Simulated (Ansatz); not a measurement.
**C$_{2}$H$_{10}$N$_{2}$Si$_{2}$: molecular dynamics (part 3 of 3)**

C$_{2}$H$_{10}$N$_{2}$Si$_{2}$; RKS LDA/6-31G (Ansatz 0.2.0). It belongs to a series of runs on one base structure; here: dynamics from the highest image of the converged band.

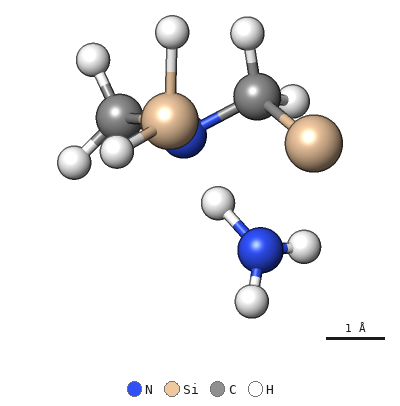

Fig. 1: The geometry at step 117 of the log (ball-and-stick view, seen at a tilt).

**Trajectory as extended XYZ, continued**
```
16
Properties=species:S:1:pos:R:3:forces:R:3 step=33 time_fs=16.5 energy=-20858.67401 temperature=869.8
N    -0.5576   -2.0136    0.5951   -2.4020   1.2614  -2.9627
Si   -0.1647   -0.3632    1.5994    0.0439   0.6744   1.7954
C     1.3719   -0.0252    0.3877    0.1866   0.1182   0.3419
N     0.7944   -0.0618   -0.9442    0.0294   0.1558  -0.5851
C    -0.0147    1.1541   -1.1649    0.0245   0.1255  -0.3944
Si   -1.2393    1.2658    0.3399   -0.3556   0.3518  -0.5320
H    -0.0741   -1.8765   -0.3281   -0.0943   0.2641  -0.1652
H    -1.4757   -2.4893    0.5739   -0.1146   0.7917  -0.4734
H    -0.0981   -2.4388    1.2996    3.0095  -3.0158   2.9981
H     2.1699   -0.7907    0.5077   -0.1592   0.0636  -0.0235
H     1.8214    0.9823    0.6731   -0.1801  -0.5448  -0.1715
H     1.4690   -0.2199   -1.7178   -0.0917   0.0819   0.2263
H    -0.6606    1.0573   -2.0590    0.3065   0.0259  -0.1363
H     0.6373    2.0713   -1.2556   -0.3385  -0.2989   0.0182
H    -2.6470    1.1812   -0.2404   -0.0297  -0.1684   0.0670
H    -1.2411    2.6150    1.0328    0.1654   0.1136  -0.0031
16
Properties=species:S:1:pos:R:3:forces:R:3 step=50 time_fs=25.0 energy=-20858.69040 temperature=876.8
N    -0.5216   -2.0826    0.6035    0.8086  -1.1506  -3.2723
Si   -0.1803   -0.3361    1.6603    1.0072  -1.2294   1.7063
C     1.3393    0.0059    0.3912    0.6721   0.1991   0.7956
N     0.7844   -0.0740   -0.9517   -0.2217   0.0729  -0.4431
C    -0.0373    1.1289   -1.2186    0.1762   0.5004  -0.4496
Si   -1.2252    1.2756    0.3348   -0.4851   0.2721  -1.1129
H    -0.0974   -1.6383   -0.3726   -0.1977  -0.0200   1.0789
H    -1.5489   -2.1593    0.3540    0.8531  -0.4674   0.7137
H    -0.0136   -3.1041    0.6602   -1.6165   2.9708   0.6340
H     2.1865   -0.7322    0.4853   -0.5641   0.3054   0.1674
H     1.7622    1.0347    0.6817   -0.2367  -0.7149  -0.4427
H     1.5132   -0.1926   -1.6792   -0.1303  -0.1025  -0.0083
H    -0.6068    1.0768   -2.1888    0.3758  -0.1461   0.6054
H     0.6461    2.0349   -1.2562   -0.4548  -0.3397  -0.0374
H    -2.6549    1.2003   -0.2669    0.2781   0.2035   0.3904
H    -0.9481    2.6006    1.1009   -0.2644  -0.3537  -0.3256
16
Properties=species:S:1:pos:R:3:forces:R:3 step=67 time_fs=33.5 energy=-20858.06763 temperature=535.3
N    -0.4759   -2.1180    0.5120   -1.7497  -2.4189  -1.0570
Si   -0.1731   -0.3343    1.7624    0.8841  -0.5414   0.7289
C     1.3079    0.0339    0.4196   -0.2040  -0.4452  -0.3436
N     0.7617   -0.0811   -0.9713    0.0291   0.0258   1.0895
C    -0.0499    1.1104   -1.2700   -0.2661  -0.3955  -0.0181
Si   -1.2150    1.2864    0.3039   -0.8692  -0.9064  -1.1254
H    -0.0894   -1.4204   -0.2008    0.4242  -0.6818  -1.5816
H    -1.5358   -2.0012    0.4683    1.0265  -0.5329  -0.0261
H    -0.2696   -3.2876    0.2376   -0.2162   4.4151   1.4700
H     2.1037   -0.7186    0.5847   -0.0135   0.0315  -0.0778
H     1.7221    1.0374    0.5633    0.3650   0.5058   0.3592
H     1.5068   -0.2365   -1.6662    0.0008  -0.1479  -0.0965
H    -0.5247    0.9942   -2.2656   -0.2529   0.0635   0.3209
H     0.5573    2.0306   -1.2884    0.3461   0.3177  -0.0917
H    -2.7141    1.3392   -0.1288    0.5213   0.1400   0.2329
H    -0.7989    2.5120    1.0451   -0.0256   0.5705   0.2164
16
Properties=species:S:1:pos:R:3:forces:R:3 step=83 time_fs=41.5 energy=-20858.50359 temperature=774.5
N    -0.4918   -2.0866    0.3721    2.4563  -2.8297   0.7442
Si   -0.1470   -0.3471    1.8708    0.2603  -0.3446  -1.8011
C     1.2786    0.0606    0.4382   -0.2966  -0.4129  -0.3266
N     0.7451   -0.0895   -0.9516    0.0654  -0.0471   0.8514
C    -0.0621    1.0899   -1.3113   -0.1991  -0.5568   0.9027
Si   -1.2126    1.2846    0.2596   -0.2928   0.2258   0.8721
H    -0.0259   -1.5672   -0.4745   -0.8854   0.4956   0.3165
H    -1.4842   -2.0416    0.5625   -0.8391  -0.2156  -0.6617
H    -0.0917   -3.1973    0.4391   -1.3333   3.8378   0.2495
H     2.0309   -0.7024    0.6374    0.5030  -0.4322  -0.1363
H     1.7520    1.0392    0.5765    0.1520   0.5275   0.1953
H     1.4534   -0.3340   -1.6549    0.2742   0.1123  -0.0378
H    -0.6049    0.9315   -2.2373   -0.3433  -0.0675  -0.4990
H     0.5354    2.0136   -1.3703    0.2665   0.2343  -0.1551
H    -2.7284    1.5340    0.0243    0.4346  -0.0988  -0.1723
H    -0.7267    2.5872    1.0061   -0.2226  -0.4280  -0.3417
16
Properties=species:S:1:pos:R:3:forces:R:3 step=100 time_fs=50.0 energy=-20858.39035 temperature=707.5
N    -0.5028   -2.0354    0.2630   -0.1346   1.7222   0.9133
Si   -0.1138   -0.3685    1.9441   -0.5650   0.1659  -3.0635
C     1.2612    0.0687    0.4520    0.8864  -0.1614   0.6139
N     0.7347   -0.0973   -0.9031   -0.1565   0.6318  -0.6410
C    -0.0895    1.0499   -1.3334    0.3514   0.2611   0.2909
Si   -1.2108    1.2808    0.2297   -0.5484   0.1562   1.3030
H    -0.2713   -1.5182   -0.6337    1.5912   0.3337   0.6554
H    -1.4715   -2.1766    0.2911   -2.2772  -0.6977   0.4722
H     0.0305   -2.7105    0.7634    0.9117  -1.1070  -0.1668
H     2.0485   -0.7104    0.5711    0.0626   0.1681   0.0732
H     1.7612    1.0818    0.6657   -0.5078  -0.7674  -0.3239
H     1.4636   -0.3544   -1.5830    0.1207   0.0850  -0.0824
H    -0.7190    0.8584   -2.2158    0.1495  -0.2799  -0.1992
H     0.5485    1.9721   -1.5360   -0.5729  -0.4967   0.2358
H    -2.6976    1.7379    0.0644    0.3975  -0.4927  -0.3377
H    -0.7258    2.5604    0.8509    0.2915   0.4788   0.2567
16
Properties=species:S:1:pos:R:3:forces:R:3 step=117 time_fs=58.5 energy=-20857.96156 temperature=479.2
N    -0.5569   -1.9573    0.2394   -1.8091   5.9147  -1.8914
Si   -0.0943   -0.3878    1.9448   -1.2767   0.2125  -2.5911
C     1.2733    0.0413    0.4903    1.1170   0.6252   0.5476
N     0.7284   -0.0881   -0.8798    1.5741  -0.5440  -0.2181
C    -0.1258    0.9954   -1.3406   -0.5597  -0.1179  -0.3873
Si   -1.2111    1.2839    0.2338    0.1599   1.0558   1.4635
H     0.0940   -1.2078   -0.4994   -1.9589  -0.3563  -0.4973
H    -1.3949   -2.4577    0.1223   -1.7760  -0.4304  -0.3827
H     0.0899   -2.4285    0.6590    5.3821  -5.0689   3.5030
H     2.1429   -0.6721    0.5431   -0.3274   0.3616   0.1206
H     1.6661    1.0893    0.6663   -0.0890  -0.6206   0.0269
H     1.5059   -0.2960   -1.5311   -0.1460   0.0075  -0.1532
H    -0.7168    0.6449   -2.2268    0.1809   0.2167   0.4290
H     0.4408    1.9225   -1.6329   -0.1913  -0.4560   0.2517
H    -2.6440    1.6925   -0.1179    0.0328  -0.2774  -0.0345
H    -0.6247    2.6660    0.7575   -0.3127  -0.5225  -0.1867
16
Properties=species:S:1:pos:R:3:forces:R:3 step=133 time_fs=66.5 energy=-20858.65595 temperature=856.1
N    -0.5640   -1.8504    0.2790    0.8998  -2.1445   0.1663
Si   -0.1033   -0.4030    1.8870   -1.2908  -0.2973  -1.6985
C     1.3135    0.0281    0.5401   -0.4417  -0.3517  -1.3006
N     0.7731   -0.0932   -0.8682    0.7066  -0.1425  -0.2375
C    -0.1785    0.9300   -1.3409    0.0976  -0.8280   0.7626
Si   -1.2085    1.3031    0.2682   -0.7199  -0.5570  -0.1546
H    -0.1651   -1.1304   -0.5800    0.6858  -0.8395   0.7451
H    -1.3276   -2.5253   -0.0161   -0.1861   1.4554   0.7450
H     0.2001   -2.5924    0.4860   -0.5792   1.3829  -0.3422
H     2.2172   -0.5987    0.6086    0.0122  -0.2798   0.0555
H     1.6231    1.0466    0.7207    0.4166   1.0349   0.2712
H     1.5094   -0.2732   -1.5762   -0.0433  -0.1413   0.3051
H    -0.7384    0.4810   -2.1886   -0.1427   0.3408   0.2170
H     0.3272    1.8376   -1.6464    0.2996   0.7337  -0.3915
H    -2.6346    1.4808   -0.3586    0.3581   0.0043   0.6325
H    -0.6491    2.6406    0.6383   -0.0728   0.6296   0.2246
16
Properties=species:S:1:pos:R:3:forces:R:3 step=150 time_fs=75.0 energy=-20858.50474 temperature=776.3
N    -0.5390   -1.7766    0.3452   -0.4717  -3.2471  -0.9840
Si   -0.1412   -0.4248    1.7863   -0.2233  -0.0308  -0.1522
C     1.3559    0.0405    0.5422   -0.5827   0.2675  -0.6701
N     0.8536   -0.1012   -0.8591   -0.0420   0.2530  -0.3017
C    -0.2086    0.8499   -1.3072    1.0117   0.2388   0.6848
Si   -1.2112    1.3152    0.3069    0.2308   0.1927  -0.2062
H    -0.2145   -1.2481   -0.5377    0.5024   0.9315  -0.1965
H    -1.6145   -2.0841    0.2247    2.9964   0.0825   0.6353
H     0.3154   -2.6116    0.2048   -3.3345   2.0084   1.1734
H     2.2260   -0.6118    0.6965    0.1485  -0.3275  -0.0869
H     1.6749    1.0610    0.8226    0.1545   0.2764  -0.2326
H     1.5756   -0.3273   -1.5589   -0.0340   0.2617   0.0460
H    -0.8724    0.4410   -2.0808   -0.0721  -0.4693  -0.0534
H     0.1991    1.7842   -1.7309    0.2468   0.1766  -0.0160
H    -2.6155    1.3105   -0.2969   -0.1855   0.1296   0.3541
H    -0.7915    2.8140    0.6010   -0.3453  -0.7442   0.0061
16
Properties=species:S:1:pos:R:3:forces:R:3 step=167 time_fs=83.5 energy=-20858.24365 temperature=632.4
N    -0.5395   -1.7206    0.3722   -0.9612  -4.2771   0.6875
Si   -0.1829   -0.4438    1.6830    1.4077   1.5543   2.3110
C     1.3879    0.0690    0.5161    0.8883   0.9874   1.1713
N     0.9238   -0.0985   -0.8583   -1.2675  -0.0769   0.3964
C    -0.1951    0.7906   -1.2546    0.1236   1.5438  -0.7020
Si   -1.2100    1.3241    0.3404   -0.9920  -1.4395  -0.4556
H     0.0997   -1.0337   -0.4950   -0.0383  -1.2894  -0.8739
H    -1.5777   -1.8483    0.7239    1.5888  -0.1409  -1.8611
H    -0.0526   -2.8069    0.5217   -1.4572   3.8142  -0.4011
H     2.1739   -0.6924    0.7100    0.0607   0.2136  -0.0452
H     1.7929    1.1077    0.7640   -0.2975  -0.9235  -0.3250
H     1.6567   -0.2659   -1.5582   -0.2032  -0.0221  -0.1746
H    -0.9201    0.2414   -1.8781    0.1210  -0.0727  -0.2740
H     0.1492    1.7126   -1.8080   -0.0971  -0.6519   0.2693
H    -2.7531    1.1844   -0.0155    0.8257   0.0143   0.0336
H    -1.0685    2.7633    0.6203    0.2980   0.7664   0.2434
16
Properties=species:S:1:pos:R:3:forces:R:3 step=183 time_fs=91.5 energy=-20858.62886 temperature=838.2
N    -0.5693   -1.7177    0.3864   -0.4441  -0.1894  -1.6645
Si   -0.1947   -0.4298    1.6306    1.3199   1.9440   2.5120
C     1.4368    0.1007    0.5263    0.3386  -0.6085  -0.1012
N     0.9433   -0.1078   -0.8472   -0.4499  -1.1020  -0.0115
C    -0.1884    0.7739   -1.2260   -0.5775   0.0361  -0.8999
Si   -1.2173    1.3130    0.3677   -0.0655   0.4691   0.0251
H     0.3265   -1.2741   -0.6777   -0.4647   1.2017   0.9026
H    -1.5947   -1.7846    0.3767   -0.4330   0.1792  -0.9941
H    -0.3287   -2.5814    0.8241    0.9373  -1.5367   0.3785
H     2.1941   -0.6986    0.7062    0.0798   0.3568   0.0658
H     1.9018    1.1116    0.6341   -0.3695  -0.3573   0.2839
H     1.6299   -0.1672   -1.6129    0.2762   0.0817   0.0893
H    -0.8604    0.0653   -1.7683   -0.2023   0.6960  -0.2495
H     0.1670    1.5882   -1.9056   -0.2851  -0.2687   0.2888
H    -2.7139    1.0778    0.1779    0.0148  -0.0814  -0.4097
H    -1.2079    2.8532    0.7199    0.3249  -0.8208  -0.2157
16
Properties=species:S:1:pos:R:3:forces:R:3 step=200 time_fs=100.0 energy=-20858.11502 temperature=565.6
N    -0.6329   -1.7631    0.3481    2.0057   8.0674  -2.6476
Si   -0.1770   -0.3740    1.6341    0.4672  -0.0848   1.5512
C     1.4925    0.1010    0.5357   -1.0911  -0.8957  -0.1056
N     0.9429   -0.1524   -0.8366   -0.0829   1.5462   0.2088
C    -0.2118    0.7575   -1.2284   -0.7470  -0.3755  -0.0709
Si   -1.2238    1.3025    0.3937   -0.6700  -1.5195  -1.0113
H     0.3598   -1.0892   -0.5436    0.1114  -1.4364  -0.2373
H    -1.3479   -1.7338   -0.2928   -2.8897  -0.3065  -1.5817
H    -0.4486   -2.4855    0.8424    1.2433  -7.4334   3.9073
H     2.3201   -0.5972    0.7412   -0.0583  -0.2576  -0.1297
H     1.8674    1.0991    0.6646    0.1175   1.1073   0.1194
H     1.6600   -0.0850   -1.5738    0.0047  -0.6759  -0.2119
H    -0.9438    0.1616   -1.8312    0.2595  -0.1166   0.2918
H     0.1245    1.4981   -1.9413    0.4416   0.8985  -0.1332
H    -2.7323    0.8908    0.1379    0.7705   0.4021  -0.0735
H    -1.1546    2.7130    0.7478    0.1177   1.0804   0.1242
```

The run was set up as follows.

**Input file**
```yaml
crystal:
  periodic: [false, false, false]
  atoms:
    - { symbol: "N", position_ang: [-0.577162, -1.960598, 0.590685] }
    - { symbol: Si, position_ang: [-0.128343, -0.389675, 1.565086] }
    - { symbol: C, position_ang: [1.412869, -0.11491, 0.390903] }
    - { symbol: "N", position_ang: [0.81753, -0.015815, -0.932146] }
    - { symbol: C, position_ang: [-0.00434, 1.173908, -1.132823] }
    - { symbol: Si, position_ang: [-1.293999, 1.275815, 0.328492] }
    - { symbol: H, position_ang: [-0.206319, -1.906075, -0.382763] }
    - { symbol: H, position_ang: [-1.499058, -2.396044, 0.695157] }
    - { symbol: H, position_ang: [-0.030879, -1.970994, 2.008984] }
    - { symbol: H, position_ang: [2.060811, -1.009304, 0.452391] }
    - { symbol: H, position_ang: [2.007681, 0.780095, 0.693798] }
    - { symbol: H, position_ang: [1.449271, -0.226941, -1.713012] }
    - { symbol: H, position_ang: [-0.536327, 1.114291, -2.099864] }
    - { symbol: H, position_ang: [0.589436, 2.122628, -1.122684] }
    - { symbol: H, position_ang: [-2.664416, 0.792782, -0.117119] }
    - { symbol: H, position_ang: [-1.419657, 2.708137, 0.819114] }
basis:
  gaussian: { orbitals: "6-31G" }
hamiltonian:
  xc: lda
md:
  timestep: 0.5
  n_steps: 200
  ensemble: nve
  temperature: 300.0
  initial_velocities: maxwell_boltzmann
  seed: 7687
```

Launched with:
```bash
ansatz run input.yaml --threads 2 --pin off --max-ram 3072MiB --backend cpu --events-out ev --progress --plain --runs-dir out
```

**Results in brief**

| quantity | value |
| --- | --- |
| outcome | finished |
| mean temperature over the second half | 705 K |
| trajectory | 200 steps, 100 fs |
| ensemble | nve |
| temperature in the input | 300.0 K |
| time step | 0.5 fs |
| potential energy (last step) | −20858.1150 eV |
| mean-field energy (last step) | −20858.1150 eV |
| largest force (length of the vector) (last step) | 8.724 eV/Å |
| hardware | 2 threads of Intel Xeon (Sapphire Rapids), 16 GiB of memory available, shared host |
| wall time | 6.1 min (CPU time 12 min) |
| peak memory | 0.17 GiB |

**Remarks**

So short a trajectory is not equilibrated.
